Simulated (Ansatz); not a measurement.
# [GeH3]− (SMILES [GeH3-]): levels of theory compared

Wanted: a comparison of 5 runs (r2SCAN0/STO-3G, wB97M-V/STO-3G, CCSDTQ/STO-3G, CCSD(T)/STO-3G, FCI/STO-3G) of [GeH3]−. 

Program for the calculation: Ansatz 0.2.0.

3 further runs of the same task are left out: 2 that didn't finish, 1 set aside as unsound or not needed.

## (1) The structure to begin with

[GeH3]−: 4 atoms, total charge -1, spin state singlet. As SMILES, `[GeH3-]`. The H4–Ge1 distance was set to 4.394 Å, away from the relaxed value. At this shape a bond of the SMILES string is far longer than usual.

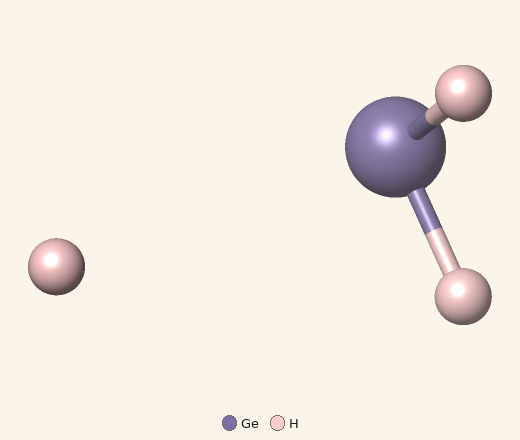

Viewed from a chosen angle; germanium purple, hydrogen pink.

## (2) A single-point energy at r2SCAN0/STO-3G (run 1)

Contents of input.yaml:

```yaml
basis:
  gaussian:
    orbitals: STO-3G
crystal:
  periodic: [false, false, false]
  atoms:
    - {symbol: Ge, position_ang: [1.866942, -2.504278, -0.381031]}
    - {symbol: H, position_ang: [2.333062, -2.075028, 1.250279]}
    - {symbol: H, position_ang: [0.457162, -3.319908, 0.263289]}
    - {symbol: H, position_ang: [-0.463100, 1.211260, -0.649430]}
total_charge: -1
hamiltonian:
  xc: {name: r2SCAN0}
accuracy: high
```

Launch:

```console
ansatz run input.yaml --threads 1 --pin off --max-ram 2610MiB --events-out events.jsonl --progress --plain --runs-dir runs
```

Standard output:

```text
Warning: RAYON_NUM_THREADS=1 ignored (pool sized by the plan → 1); use --threads N
Functional definition: r2SCAN0
  name "r2SCAN0"
  parameter a = 0.25
  parameter k0 = 0.174
  parameter k1 = 0.065
  parameter a1 = 4.9479
  exchange = (1 - a)*r2scan_x(k0 = k0, k1 = k1, a1 = a1) + a*exact_x
  correlation = r2scan_c
247 factors; integrals over basis functions are off by at most 1.2e-8 eV
mean field evaluation 1: about -55854.3417 eV, gradient 6.7e1 eV
mean field evaluation 2: about -55870.1147 eV, gradient 5.4e1 eV
mean field evaluation 4: about -55885.5645 eV, gradient 1.7e1 eV
mean field evaluation 8: about -55905.1171 eV, gradient 8.6e0 eV
mean field evaluation 16: about -55906.2555 eV, gradient 2.7e-1 eV
mean field evaluation 32: about -55906.2339 eV, gradient 2.0e-6 eV
mean field -55906.23394165 eV, -2054.5162027491 hartree, gradient 9.3e-8 eV, S^2 0.000000; 4 other end points of the search recorded, 0 dependent functions left out
reference -55906.23394203 eV, -2054.5162027631 hartree; 18, 18 occupied and 3, 3 virtual orbitals, 247 factors
Total energy: -55906.23394203 eV, -2054.5162027631 hartree
```

Run time: 1.4 s. Hardware: 1 thread of Intel Xeon Platinum 8559C (Emerald Rapids), shared host; peak memory 0.14 GiB.

## (3) A single-point energy at wB97M-V/STO-3G (run 2)

Contents of job.yaml:

```yaml
crystal:
  periodic: [false, false, false]
  atoms:
    - {symbol: Ge, position_ang: [1.866942, -2.504278, -0.381031]}
    - {symbol: H, position_ang: [2.333062, -2.075028, 1.250279]}
    - {symbol: H, position_ang: [0.457162, -3.319908, 0.263289]}
    - {symbol: H, position_ang: [-0.463100, 1.211260, -0.649430]}
basis:
  gaussian: {orbitals: STO-3G}
total_charge: -1
hamiltonian: {xc: {name: wB97M-V}}
accuracy: high
```

Launch:

```console
ansatz run job.yaml --threads 1 --pin off --max-ram 2610MiB --events-out events.jsonl --progress --plain --runs-dir runs
```

Standard output (excerpt; [...] marks lines left out):

```text
Warning: RAYON_NUM_THREADS=1 ignored (pool sized by the plan → 1); use --threads N
Functional definition: wB97M-V
  name "wB97M-V"
[...]
  gx(w, u) = 1 - cx + cx01*u + cx10*w
  gss(w, u) = css00 + css04*u^4 + css10*w + css20*w^2 + css43*w^4*u^3
  gos(w, u) = cos00 + cos10*w + (cos20 + cos21*u)*w^2 + (cos60 + cos61*u)*w^6
[...]
      + integral(e_c_pw_mod_opposite_spin*gos(b97_w_opposite, b97_u_opposite)) + vv10(b, c)
247 factors; integrals over basis functions are off by at most 1.2e-8 eV
94 factors; integrals over basis functions are off by at most 5.2e-10 eV
[...]
mean field -55904.19131133 eV, -2054.4411374694 hartree, gradient 7.9e-8 eV, S^2 0.000000; 6 other end points of the search recorded, 0 dependent functions left out
reference -55904.19131425 eV, -2054.4411375770 hartree; 18, 18 occupied and 3, 3 virtual orbitals, 247 factors
Total energy: -55904.19131425 eV, -2054.4411375770 hartree
```

Run time: 5.1 s. Hardware: 1 thread of Intel Xeon Platinum 8559C (Emerald Rapids), shared host; peak memory 0.24 GiB.

Runs 3 to 4 aren't shown in full; the table further down has their settings and results.

## (4) A single-point energy at FCI/STO-3G (run 5)

Edit job.yaml of step 3 so:

```diff
@@ -9,4 +9,4 @@
   gaussian: {orbitals: STO-3G}
+accuracy: high
+correlation: {method: fci, frozen_orbitals: {Ge: 9, H: 0}}
 total_charge: -1
-hamiltonian: {xc: {name: wB97M-V}}
-accuracy: high
```

Launch:

```console
ansatz run job.yaml --threads 1 --pin off --max-ram 2610MiB --events-out events.jsonl --progress --plain --runs-dir runs
```

Standard output (excerpt; [...] marks lines left out):

```text
Warning: RAYON_NUM_THREADS=1 ignored (pool sized by the plan → 1); use --threads N
Functional definition: HF
  name "HF"
[...]
247 factors; integrals over basis functions are off by at most 1.2e-8 eV
[...]
mean field -55864.30101553 eV, -2052.9751961375 hartree, gradient 7.1e-8 eV, S^2 0.000000; 0 other end points of the search recorded, 0 dependent functions left out; unrestricted orbitals would lower it
unrestricted determinant -55867.62313007 eV, -2053.0972815951 hartree, S^2 1.0110
9 core orbitals not correlated: weight in the atoms' cores, before any rotation towards them, 1.000 or more for the frozen orbitals, at most 0.000 for the correlated occupied ones
reference -55864.30101553 eV, -2052.9751961375 hartree; 9, 9 occupied and 3, 3 virtual orbitals, 247 factors
state -55868.89202095 eV, -2053.1439124749 hartree
Total energy: -55868.89202095 eV, -2053.1439124749 hartree
```

Run time: 0.28 s. Hardware: 1 thread of Intel Xeon Platinum 8559C (Emerald Rapids), shared host.

## (5) The series

| run | level | frozen core orbitals | energy (Eh) | wall time |
| --- | --- | --- | --- | --- |
| 1 | r2SCAN0/STO-3G | – | -2054.516203 | 1.4 s |
| 2 | wB97M-V/STO-3G | – | -2054.441138 | 5.1 s |
| 3 | CCSDTQ/STO-3G | 9 | -2053.143910 | 5.7 s |
| 4 | CCSD(T)/STO-3G | 9 | -2053.188212 | 0.14 s |
| 5 | FCI/STO-3G | 9 | -2053.143912 | 0.28 s |

## (6) Results

| quantity | value |
| --- | --- |
| run 5: total energy | -2053.14391 Eh |
| run 5: correlation energy (9 core orbitals frozen) | -168.7 mEh |

**Reading.** Against full CI in this basis: CCSDTQ +0.0 mEh; CCSD(T) -44.3 mEh. Totals of different functionals can't be ranked against each other. In run 4 the T1 diagnostic is large, so a single reference may not serve. In runs 3, 4 the log says that unrestricted orbitals would lower the reference, so the values rest on an unstable closed-shell determinant (other closed-shell runs at this shape may share the fault). In runs 1, 2, 3, 4, 5 the basis is minimal, so the values are rough. All runs together took 13 s, the longest 5.7 s.
